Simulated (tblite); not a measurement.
Run report: C₅H₉NO₂Si, frequency calculation

System: C₅H₉NO₂Si.
Method: GFN2-xTB harmonic vibrations, gas phase (tblite 0.8.0).

It belongs to a series of runs on one base structure; here: H on Si replaced by COOCH3.

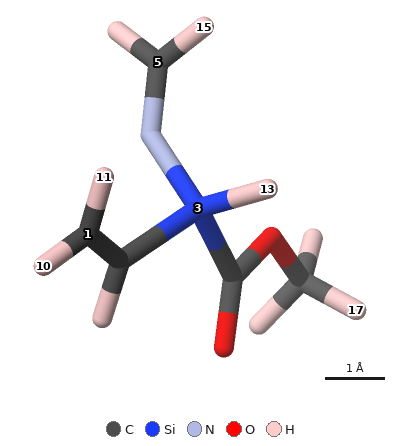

**Figure 1.** The structure as given in the input (stick view, seen at a tilt; atoms are numbered from 1 in the order of the input). Bond lengths as drawn: C–C 1.32 Å, C–H 1.08 to 1.09 Å, C–N 1.25 Å, C–O 1.21 to 1.42 Å, C–Si 1.88 to 1.92 Å, H–Si 1.47 Å and N–Si 1.72 Å.

Input file:
```
{"job": {"kind": "ir", "xc": "GFN2-xTB", "basis": "xTB"}, "charge": 0, "multiplicity": 1}
C     -2.898019    -1.821596    -0.498064
C     -1.594183    -1.633793    -0.627463
Si    -0.628326    -0.224681     0.160225
N     -0.977270     1.172412    -0.776708
C     -1.378521     2.334555    -0.556055
C      1.238618    -0.506475    -0.182660
O      1.747317    -1.549809    -0.510000
O      1.936263     0.616087     0.020292
C      3.345404     0.555522    -0.181817
H     -3.414227    -2.650384    -0.958470
H     -3.513526    -1.148201     0.076912
H     -1.024169    -2.344848    -1.212240
H     -0.805166    -0.182979     1.621939
H     -1.495052     3.020576    -1.391328
H     -1.631131     2.732453     0.429461
H      3.569379    -0.035616    -1.071590
H      3.826224     0.092673     0.682423
H      3.687627     1.580424    -0.301274
```

The first line tells a small driver script what to run in tblite; the rest is the geometry in Å.

Launched with:
```bash
OMP_NUM_THREADS=1 python <driver script> task.json out
```

What the program printed:
```
mode    cm-1     km/mol
  1     -22.6      0.33
  2     -19.1      0.05
  3      23.9      2.09
  4      58.0      1.05
  5      75.8      2.02
  6     106.5      2.14
  7     167.1      6.38
  8     191.4      6.12
  9     217.3     15.53
 10     271.0     22.93
 11     291.1      1.85
 12     316.5     11.20
 13     437.0      8.99
 14     476.7     27.24
 15     496.7     18.59
 16     559.7     66.92
 17     630.4    123.10
 18     681.7    131.61
 19     715.5    117.22
 20     794.3     92.03
 21     800.8     21.06
 22     920.3     14.43
 23     979.8     14.86
 24     993.3     14.34
 25    1015.1      7.60
 26    1027.4     15.91
 27    1109.1    105.51
 28    1120.5     81.23
 29    1136.4     11.83
 30    1153.4     47.50
 31    1267.4      2.56
 32    1377.5      4.92
 33    1419.9      1.84
 34    1444.0      6.74
 35    1446.0      0.97
 36    1463.1      3.96
 37    1668.8     19.70
 38    1740.0    178.39
 39    1751.8    236.71
 40    2161.7    303.45
 41    2892.5     76.83
 42    2976.7     16.72
 43    2977.6     37.18
 44    2990.2     13.11
 45    3038.2     12.42
 46    3042.6     15.59
 47    3075.2     36.84
 48    3098.6     46.77
```

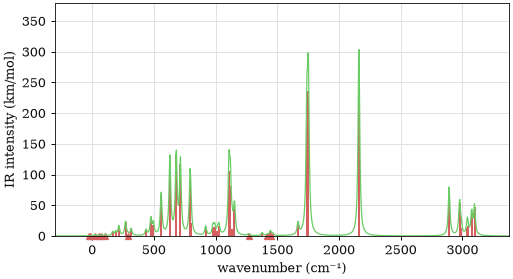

**Figure 2.** Harmonic infrared spectrum, unscaled: sticks (degenerate modes added up, dark ones marked on the axis) with a Lorentzian envelope of 16 cm⁻¹ full width, scaled to the tallest stick; imaginary modes are drawn at negative wavenumbers. 48 modes from 23i to 3099 cm⁻¹, 2 imaginary beyond 8i (23i, 19i cm⁻¹): not a minimum. The strongest line is at 2162 cm⁻¹ (303 km/mol).

Key numbers:

- outcome: converged
- total energy: −762.1249 eV
- zero-point energy: 80.9120 kcal/mol
- hardware: 1 CPU thread, shared host
- wall time: 0.6 s
- peak memory: 0.18 GiB
